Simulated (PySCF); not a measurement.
# triplet C4H2: levels of theory compared

Aim: a comparison of 5 runs (UHF/STO-3G, UHF/3-21G, UB3LYP/6-31G*, UB2PLYP/aug-cc-pVDZ, USCS-MP2/aug-cc-pVDZ) of triplet C4H2. Input form: a Python script.

Program for the calculation: PySCF 2.14.0.

1 further run of the same task is left out (set aside as unsound or not needed).

## Step 1: Starting point

C4H2 has 6 atoms, charge 0, and is taken as a triplet. SMILES of the parent species: `C#CC#C`. The coordinates come from a PBE0-D4/def2-TZVP relaxation. That shape belongs to the parent species and isn't relaxed for this state.

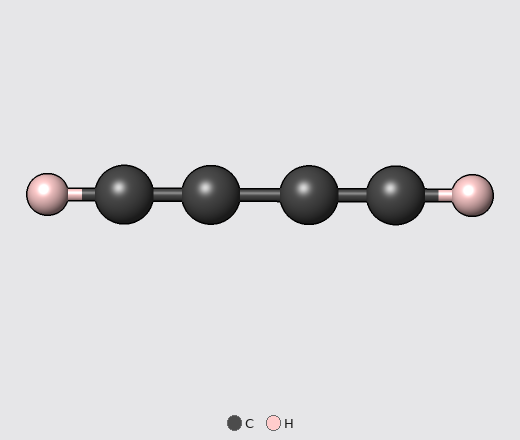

The structure, seen from a chosen angle (carbon dark grey, hydrogen pink).

## Step 2: A single-point energy at UHF/STO-3G (run 1)

File job.py:

```python
from pyscf import gto

system = gto.M(
    atom='''
C      1.419140    -1.102190     0.574700
C      0.512970    -0.398530     0.207720
C     -0.513080     0.398350    -0.207780
C     -1.419150     1.102170    -0.574710
H      2.219890    -1.723930     0.898960
H     -2.219770     1.724120    -0.898890
''',
    verbose=3,
    spin=2,
    charge=0,
    max_memory=1860,
    basis='sto-3g',
)

calc0 = system.UHF()
calc0.conv_tol = 1e-10
calc0.kernel()
if not calc0.converged:
    calc0 = calc0.newton().run(calc0.mo_coeff, calc0.mo_occ)

energy = calc0.e_tot
print(f'total energy: {energy:.8f} hartree')
```

Started as:

```console
$ OMP_NUM_THREADS=1 python job.py
```

Log:

```text
WARN: HOMO 0.156361447678587 >= LUMO -0.181502438652563

converged SCF energy = -150.387736572416  <S^2> = 2.2246867  2S+1 = 3.1462274
total energy: -150.38773657 hartree
```

Wall time 0.8 s (1 thread of Arm Neoverse V1, shared host); peak memory 0.12 GiB.

## Step 3: A single-point energy at UHF/3-21G (run 2)

File calc.py:

```python
from pyscf import gto, scf

mol = gto.M(
    atom=[
    ('C', (1.419140, -1.102190, 0.574700)),
    ('C', (0.512970, -0.398530, 0.207720)),
    ('C', (-0.513080, 0.398350, -0.207780)),
    ('C', (-1.419150, 1.102170, -0.574710)),
    ('H', (2.219890, -1.723930, 0.898960)),
    ('H', (-2.219770, 1.724120, -0.898890)),
],
    spin=2,
    basis='3-21g',
    verbose=3,
    max_memory=1860,
)

calc0 = scf.UHF(mol)
calc0.conv_tol = 1e-10
calc0.kernel()
if not calc0.converged:
    calc0 = calc0.newton().run(calc0.mo_coeff, calc0.mo_occ)

energy = calc0.e_tot
print('E(%s) = %.9f' % ('HF', energy))
```

Started as:

```console
$ OMP_NUM_THREADS=1 python calc.py
```

Log:

```text
WARN: HOMO 0.041029291022718 >= LUMO -0.246931230830094

converged SCF energy = -151.483535669266  <S^2> = 2.1829959  2S+1 = 3.1196127
E(HF) = -151.483535669
```

Wall time 0.76 s (1 thread of Arm Neoverse V1, shared host); peak memory 0.1 GiB.

Runs 3 to 4 aren't shown in full; the table further down has their settings and results.

## Step 4: The energy at USCS-MP2/aug-cc-pVDZ (run 5)

File job.py:

```python
from pyscf import gto, mp

mol = gto.M(
    atom=[
    ('C', (1.419140, -1.102190, 0.574700)),
    ('C', (0.512970, -0.398530, 0.207720)),
    ('C', (-0.513080, 0.398350, -0.207780)),
    ('C', (-1.419150, 1.102170, -0.574710)),
    ('H', (2.219890, -1.723930, 0.898960)),
    ('H', (-2.219770, 1.724120, -0.898890)),
],
    basis='aug-cc-pvdz',
    verbose=4,
    spin=2,
    max_memory=1860,
)

mf = mol.UHF()
mf.conv_tol = 1e-10
mf.kernel()
if not mf.converged:
    mf = mf.newton().run(mf.mo_coeff, mf.mo_occ)

pt = mp.MP2(mf, frozen=4).run()
e_tot = mf.e_tot + 1.2 * pt.e_corr_os + pt.e_corr_ss / 3
print('E(%s) = %.9f' % ('SCS-MP2', e_tot))
```

Started as:

```console
$ OMP_NUM_THREADS=1 python job.py
```

Log:

```text
PySCF version 2.14.0

[... 39 lines left out ...]
[... the frontier-level lines of each cycle are left out ...]
[... 1 line left out ...]
[... 1 line left out ...]
[... 74 lines left out ...]
converged SCF energy = -152.370668920197  <S^2> = 2.0416833  2S+1 = 3.0276613
[... 1 line left out ...]
******** <class 'pyscf.mp.ump2.UMP2'> ********
nocc = (np.int64(10), np.int64(8)), nmo = (106, 106)
frozen orbitals 4
E(UMP2) = -152.838135090167  E_corr = -0.467466169970421
E(SCS-UMP2) = -152.82540053335  E_corr = -0.4547316131529
E_corr(same-spin) = -0.122570527859544
E_corr(oppo-spin) = -0.344895642110877
E(SCS-MP2) = -152.825400533
```

Run time: 7.2 s. Hardware: 1 thread of Arm Neoverse V1, shared host; peak memory 0.31 GiB.

## Step 5: The series

```csv
run,level,integration grid,frozen core orbitals,energy (Eh),dipole moment (D) of the reference,HOMO energy (eV),LUMO energy (eV),wall time
1,UHF/STO-3G,–,–,-150.387737,0.00,-2.52,1.93,0.8 s
2,UHF/3-21G,–,–,-151.483536,0.00,-5.15,-0.94,0.76 s
3,UB3LYP/6-31G* (spherical functions),5,–,-153.307295,0.00,-2.45,–,18 s
4,UB2PLYP/aug-cc-pVDZ,5,4,-153.159548,0.00,-3.96,-3.95,49 s
5,USCS-MP2/aug-cc-pVDZ,–,4,-152.825401,0.00,-5.89,-0.73,7.2 s
```

## Step 6: Results

```
                                                         quantity          value
                                              run 5: total energy  -152.82540 Eh
                      run 5: dipole moment (Hartree–Fock density)         0.00 D
run 5: HOMO energy (Hartree–Fock orbitals) (highest over α and β)       -5.89 eV
 run 5: LUMO energy (Hartree–Fock orbitals) (lowest over α and β)       -0.73 eV
               run 5: correlation energy (4 core orbitals frozen)     -454.7 mEh
                         run 5: ⟨S²⟩ of the reference determinant          2.042
```

**Reading.** Totals of different functionals can't be ranked against each other. In run 1 the basis is minimal, so the values are rough. Spin contamination of the reference: run 1 ⟨S²⟩ = 2.22, run 2 ⟨S²⟩ = 2.18. All runs together took 75 s, the longest 49 s.
